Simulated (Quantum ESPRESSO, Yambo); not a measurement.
# SiC (F-43m): a self-consistent loop beyond G0W0, cycle by cycle, part 2 of 2

How far does self-consistency move the gap of SiC (F-43m)?

Quantum ESPRESSO 7.5 and Yambo 5.3.0; PBE and many-body steps on it, plane waves. Known limits of the many-body steps: not at the basis limit; coarse k mesh.

So far. Step 4 (G0W0): The gap on the mesh goes from 1.36 eV to 1.97 eV, a correction of +0.60 eV. Step 5 (evGW0, cycle 1): Against G0W0 in Yambo (4×4×4 mesh, 50 bands, screening to 129.3 eV, Godby-Needs plasmon pole), the gap moves by +0.075 eV.

**6. evGW0, cycle 2**

Level of this step: evGW0 on PBE, plane waves, norm-conserving pseudopotentials (Yambo).

The corrected levels of the last cycle go back in.

gw3.in reads:

```
HF_and_locXC
gw0
dyson
ppa
em1d
rim_cut
RandQpts= 1000000
RandGvec= 1 RL
EXXRLvcs= 74 Ry
VXCRLvcs= 296 Ry
Chimod= "HARTREE"
% BndsRnXp
 1 | 50 |
%
NGsBlkXp= 9.5 Ry
% LongDrXp
 1 | 1 | 1 |
%
% GbndRnge
 1 | 50 |
%
DysSolver= "n"
ExtendOut
PPAPntXp= 27.21138 eV
% QPkrange
 1 | 8 | 1 | 8 |
%
GfnQPdb= "E < ./gw2_fix/ndb.QP"
```

Run with:

```console
> OMP_NUM_THREADS=1 mpirun -n 4 yambo -F gw3.in -J gw3,gw1_W -C gw3 > gw3.log
```

The program printed:

```text
 Yambo, version 5.3.0

 [02] CORE Variables Setup
 =========================

  [... cell, symmetries and grids as in the set-up ...]

  [02.05] Energies & Occupations
  ==============================

  [X] === General ===
  [X] Electronic Temperature                        :  0.000000  0.000000 [eV K]
  [X] Bosonic    Temperature                        :  0.000000  0.000000 [eV K]
  [X] Finite Temperature mode                       : no
  [X] El. density                                   :  0.38662E+24 [cm-3]
[...]
Sx RL components                                 :  1471

   QP @ state[ 1 ] K range                          :   1   8
   QP @ state[ 1 ] b range                          :   1   8
   GF energies kind                                 : Perdew, Burke & Ernzerhof(X)+Perdew, Burke & Ernzerhof(C)+ E < ./gw1/ndb.QP + @E Fit+ E < ./gw2_fix/
   GF WF`s kind                                     : Perdew, Burke & Ernzerhof(X)+Perdew, Burke & Ernzerhof(C)
   Xs energies kind                                 : Perdew, Burke & Ernzerhof(X)+Perdew, Burke & Ernzerhof(C)
   Xs WF`s kind                                     : Perdew, Burke & Ernzerhof(X)+Perdew, Burke & Ernzerhof(C)

 [13] Game Over & Game summary
```

Run time: 26 s. Hardware: 4 MPI ranks of Arm Neoverse V1, shared host; peak memory 1.1 GiB; 1.7 min of CPU time.

Numbers from this step:

| Property | Result |
| --- | --- |
| quasiparticle gap on the mesh | 2.049 eV |
| gap of the density functional on the mesh | 1.361 eV |
| k of the valence top | 0, 0, 0 |
| k of the conduction bottom | 0, -0.5, -0.5 |
| least direct quasiparticle gap on the computed points | 5.666 eV |

Against the cycle before, the gap moves by +0.009 eV.

The program's own table gives 2.162 eV, which is too large where the input levels are shifted: this version takes Σc at the unshifted level E₀, yet steps from the shifted one. The value above is the Newton step from E₀, E₀ + Z(Σc + Σx − Vxc), rebuilt from the printed columns.

**7. evGW, cycle 1**

This step: evGW on PBE, plane waves, norm-conserving pseudopotentials.

gw4.in, as its differences from gw3.in of step 6:

```diff
@@ -27,2 +27,3 @@
 %
-GfnQPdb= "E < ./gw2_fix/ndb.QP"
+GfnQPdb= "E < ./gw1/ndb.QP"
+XfnQPdb= "E < ./gw1/ndb.QP"
```

Run with:

```console
> OMP_NUM_THREADS=1 mpirun -n 4 yambo -F gw4.in -J gw4 -C gw4 > gw4.log
```

The program printed:

```text
 Yambo, version 5.3.0

 [02] CORE Variables Setup
 =========================

  [... cell, symmetries and grids as in the set-up ...]

  [02.05] Energies & Occupations
  ==============================

  [X] === General ===
  [X] Electronic Temperature                        :  0.000000  0.000000 [eV K]
  [X] Bosonic    Temperature                        :  0.000000  0.000000 [eV K]
  [X] Finite Temperature mode                       : no
  [X] El. density                                   :  0.38662E+24 [cm-3]
[...]
Sx RL components                                 :  1471

   QP @ state[ 1 ] K range                          :   1   8
   QP @ state[ 1 ] b range                          :   1   8
   GF energies kind                                 : Perdew, Burke & Ernzerhof(X)+Perdew, Burke & Ernzerhof(C)+ E < ./gw1/ndb.QP + @E Fit
   GF WF`s kind                                     : Perdew, Burke & Ernzerhof(X)+Perdew, Burke & Ernzerhof(C)
   Xs energies kind                                 : Perdew, Burke & Ernzerhof(X)+Perdew, Burke & Ernzerhof(C)
   Xs WF`s kind                                     : Perdew, Burke & Ernzerhof(X)+Perdew, Burke & Ernzerhof(C)

 [15] Game Over & Game summary
```

It took 30 s on 4 MPI ranks; peak memory 1.2 GiB.

This step gave:

* quasiparticle gap on the mesh: 2.168 eV
* gap of the density functional on the mesh: 1.361 eV
* k of the valence top: 0, 0, 0
* k of the conduction bottom: 0, -0.5, -0.5
* least direct quasiparticle gap on the computed points: 5.804 eV

Against G0W0 in Yambo (4×4×4 mesh, 50 bands, screening to 129.3 eV, Godby-Needs plasmon pole), the gap moves by +0.203 eV.

The program's own table gives 2.264 eV, which is too large where the input levels are shifted: this version takes Σc at the unshifted level E₀, yet steps from the shifted one. The value above is the Newton step from E₀, E₀ + Z(Σc + Σx − Vxc), rebuilt from the printed columns.

**8. evGW, cycle 2**

gw5.in, as its differences from gw4.in of step 7:

```diff
@@ -27,3 +27,3 @@
 %
-GfnQPdb= "E < ./gw1/ndb.QP"
-XfnQPdb= "E < ./gw1/ndb.QP"
+GfnQPdb= "E < ./gw4_fix/ndb.QP"
+XfnQPdb= "E < ./gw4_fix/ndb.QP"
```

Run with:

```console
> OMP_NUM_THREADS=1 mpirun -n 4 yambo -F gw5.in -J gw5 -C gw5 > gw5.log
```

The program printed:

```text
 Yambo, version 5.3.0

 [02] CORE Variables Setup
 =========================

  [... cell, symmetries and grids as in the set-up ...]

  [02.05] Energies & Occupations
  ==============================

  [X] === General ===
  [X] Electronic Temperature                        :  0.000000  0.000000 [eV K]
  [X] Bosonic    Temperature                        :  0.000000  0.000000 [eV K]
  [X] Finite Temperature mode                       : no
  [X] El. density                                   :  0.38662E+24 [cm-3]
[...]
Sx RL components                                 :  1471

   QP @ state[ 1 ] K range                          :   1   8
   QP @ state[ 1 ] b range                          :   1   8
   GF energies kind                                 : Perdew, Burke & Ernzerhof(X)+Perdew, Burke & Ernzerhof(C)+ E < ./gw1/ndb.QP + @E Fit+ E < ./gw4_fix/
   GF WF`s kind                                     : Perdew, Burke & Ernzerhof(X)+Perdew, Burke & Ernzerhof(C)
   Xs energies kind                                 : Perdew, Burke & Ernzerhof(X)+Perdew, Burke & Ernzerhof(C)
   Xs WF`s kind                                     : Perdew, Burke & Ernzerhof(X)+Perdew, Burke & Ernzerhof(C)

 [15] Game Over & Game summary
```

Wall time 30 s (4 MPI ranks); peak memory 1.2 GiB; 1.9 min of CPU time.

Numbers from this step:

```
quasiparticle gap on the mesh                         : 2.228 eV
gap of the density functional on the mesh             : 1.361 eV
k of the valence top                                  : 0, 0, 0
k of the conduction bottom                            : 0, -0.5, -0.5
least direct quasiparticle gap on the computed points : 5.885 eV
```

Against the cycle before, the gap moves by +0.060 eV.

The program's own table gives 2.351 eV, which is too large where the input levels are shifted: this version takes Σc at the unshifted level E₀, yet steps from the shifted one. The value above is the Newton step from E₀, E₀ + Z(Σc + Σx − Vxc), rebuilt from the printed columns.

**9. evGW, cycle 3**

gw6.in, as its differences from gw5.in of step 8:

```diff
@@ -27,3 +27,3 @@
 %
-GfnQPdb= "E < ./gw4_fix/ndb.QP"
-XfnQPdb= "E < ./gw4_fix/ndb.QP"
+GfnQPdb= "E < ./gw5_fix/ndb.QP"
+XfnQPdb= "E < ./gw5_fix/ndb.QP"
```

Run with:

```console
> OMP_NUM_THREADS=1 mpirun -n 4 yambo -F gw6.in -J gw6 -C gw6 > gw6.log
```

The program printed:

```text
 Yambo, version 5.3.0

 [02] CORE Variables Setup
 =========================

  [... cell, symmetries and grids as in the set-up ...]

  [02.05] Energies & Occupations
  ==============================

  [X] === General ===
  [X] Electronic Temperature                        :  0.000000  0.000000 [eV K]
  [X] Bosonic    Temperature                        :  0.000000  0.000000 [eV K]
  [X] Finite Temperature mode                       : no
  [X] El. density                                   :  0.38662E+24 [cm-3]
[...]
Sx RL components                                 :  1471

   QP @ state[ 1 ] K range                          :   1   8
   QP @ state[ 1 ] b range                          :   1   8
   GF energies kind                                 : Perdew, Burke & Ernzerhof(X)+Perdew, Burke & Ernzerhof(C)+ E < ./gw1/ndb.QP + @E Fit+ E < ./gw4_fix/
   GF WF`s kind                                     : Perdew, Burke & Ernzerhof(X)+Perdew, Burke & Ernzerhof(C)
   Xs energies kind                                 : Perdew, Burke & Ernzerhof(X)+Perdew, Burke & Ernzerhof(C)
   Xs WF`s kind                                     : Perdew, Burke & Ernzerhof(X)+Perdew, Burke & Ernzerhof(C)

 [15] Game Over & Game summary
```

Wall time 30 s (4 MPI ranks); peak memory 1.2 GiB; 1.9 min of CPU time.

This step gave:

```yaml
quasiparticle_gap_on_the_mesh: 2.246 eV
gap_of_the_density_functional_on_the_mesh: 1.361 eV
k_of_the_valence_top: 0, 0, 0
k_of_the_conduction_bottom: 0, -0.5, -0.5
least_direct_quasiparticle_gap_on_the_computed_points: 5.909 eV
```

Against the cycle before, the gap moves by +0.018 eV.

The program's own table gives 2.377 eV, which is too large where the input levels are shifted: this version takes Σc at the unshifted level E₀, yet steps from the shifted one. The value above is the Newton step from E₀, E₀ + Z(Σc + Σx − Vxc), rebuilt from the printed columns.

**10. evGW, cycle 4**

gw7.in, as its differences from gw6.in of step 9:

```diff
@@ -27,3 +27,3 @@
 %
-GfnQPdb= "E < ./gw5_fix/ndb.QP"
-XfnQPdb= "E < ./gw5_fix/ndb.QP"
+GfnQPdb= "E < ./gw6_fix/ndb.QP"
+XfnQPdb= "E < ./gw6_fix/ndb.QP"
```

Run with:

```console
> OMP_NUM_THREADS=1 mpirun -n 4 yambo -F gw7.in -J gw7 -C gw7 > gw7.log
```

The program printed:

```text
 Yambo, version 5.3.0

 [02] CORE Variables Setup
 =========================

  [... cell, symmetries and grids as in the set-up ...]

  [02.05] Energies & Occupations
  ==============================

  [X] === General ===
  [X] Electronic Temperature                        :  0.000000  0.000000 [eV K]
  [X] Bosonic    Temperature                        :  0.000000  0.000000 [eV K]
  [X] Finite Temperature mode                       : no
  [X] El. density                                   :  0.38662E+24 [cm-3]
[...]
Sx RL components                                 :  1471

   QP @ state[ 1 ] K range                          :   1   8
   QP @ state[ 1 ] b range                          :   1   8
   GF energies kind                                 : Perdew, Burke & Ernzerhof(X)+Perdew, Burke & Ernzerhof(C)+ E < ./gw1/ndb.QP + @E Fit+ E < ./gw4_fix/
   GF WF`s kind                                     : Perdew, Burke & Ernzerhof(X)+Perdew, Burke & Ernzerhof(C)
   Xs energies kind                                 : Perdew, Burke & Ernzerhof(X)+Perdew, Burke & Ernzerhof(C)
   Xs WF`s kind                                     : Perdew, Burke & Ernzerhof(X)+Perdew, Burke & Ernzerhof(C)

 [15] Game Over & Game summary
```

Elapsed: 31 s, on 4 MPI ranks; peak memory 1.2 GiB.

Numbers from this step:

- quasiparticle gap on the mesh: 2.251 eV
- gap of the density functional on the mesh: 1.361 eV
- k of the valence top: 0, 0, 0
- k of the conduction bottom: 0, -0.5, -0.5
- least direct quasiparticle gap on the computed points: 5.917 eV

Against the cycle before, the gap moves by +0.005 eV.

The program's own table gives 2.385 eV, which is too large where the input levels are shifted: this version takes Σc at the unshifted level E₀, yet steps from the shifted one. The value above is the Newton step from E₀, E₀ + Z(Σc + Σx − Vxc), rebuilt from the printed columns.

**11. The runs together**

Times are wall times on 4 MPI ranks of Arm Neoverse V1, shared host, good to a factor of about two.

```tsv
run	mesh	bands	screening cutoff (eV)	DFT gap (eV)	gap on the mesh (eV)	direct (eV)	time
G0W0	4×4×4	50	129.3	1.361	1.965	5.527	30 s
evGW0, cycle 1	4×4×4	50	129.3	1.361	2.040	5.649	25 s
evGW0, cycle 2	4×4×4	50	129.3	1.361	2.049	5.666	26 s
evGW, cycle 1	4×4×4	50	129.3	1.361	2.168	5.804	30 s
evGW, cycle 2	4×4×4	50	129.3	1.361	2.228	5.885	30 s
evGW, cycle 3	4×4×4	50	129.3	1.361	2.246	5.909	30 s
evGW, cycle 4	4×4×4	50	129.3	1.361	2.251	5.917	31 s
```

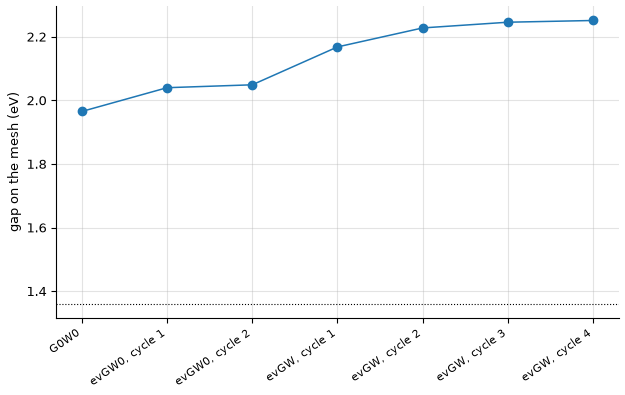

The gap through the cycles; the dotted line is the starting gap.

**12. Summary of results**

```yaml
g0w0: 1.965 eV
evgw0_cycle_1: 2.040 eV
evgw0_cycle_2: 2.049 eV
evgw_cycle_1: 2.168 eV
evgw_cycle_2: 2.228 eV
evgw_cycle_3: 2.246 eV
evgw_cycle_4: 2.251 eV
known_limits: not at the basis limit; coarse k mesh
```

What this shows: evGW0 ends at 2.05 eV, +0.08 eV from G0W0, after 2 cycles that took 51 s beside the first screening; the last moved the gap by 0.009 eV. evGW ends at 2.25 eV, +0.29 eV from G0W0, after 4 cycles that took 2 min beside the first screening; the last moved the gap by 0.005 eV. Against experiment, by evGW, cycle 4: the gap of 2.25 eV lies −0.15 eV from the measured 2.4 eV (indirect, 2018); the gap of 2.25 eV lies −0.14 eV from the measured 2.39 eV (kind not stated, quoted 2020). These are gaps on the mesh, at modest bands and cutoff. The calculation has static nuclei and no excitons; a measured gap holds zero-point and thermal motion, which mostly lowers it. Bands and cutoff are finite, so the gap is not at the basis limit. The miss can reach some tenths of an eV and take either sign; the mesh is an error of its own. The 4×4×4 mesh is coarse for this cell, which bears on the long-range parts of exchange and screening.

[Paths, hosts, dates, memory and timing lines, banners, echoed tables and standing remarks are left out of the program output.]

[Logs are printed without paths, hosts, clocks, repeated set-up lines and the standing remarks that a program may print on its own settings, such as how far it seeks lower states.]

[Runs of the session that timed out or met a known fault of the program may be left out.]

[Hosts, paths, dates, database ids (printed as entryN), source tags and the programs' standing remarks are cut or masked in the printed files.]
